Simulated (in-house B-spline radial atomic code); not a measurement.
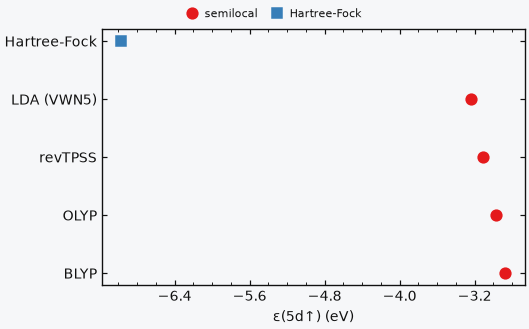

A free Hf atom; electrons: [Xe] 4f14 5d2 6s2 (high spin). All runs are scalar-relativistic, spin-polarised and spherical, computed with an in-house B-spline radial code (spin-free X2C). Hartree-Fock is the average over the configuration. The plot shows the eigenvalue (eV) of the 5d up orbital by 5 methods.

**Rank the methods.**

The deepest is Hartree-Fock (−6.97) and the shallowest BLYP (−2.87), a spread of 4.10 eV. In order (eV): Hartree-Fock (−6.97), LDA (VWN5) (−3.24), revTPSS (−3.11), OLYP (−2.97), BLYP (−2.87). On the whole, exact exchange removes self-interaction and deepens occupied levels.
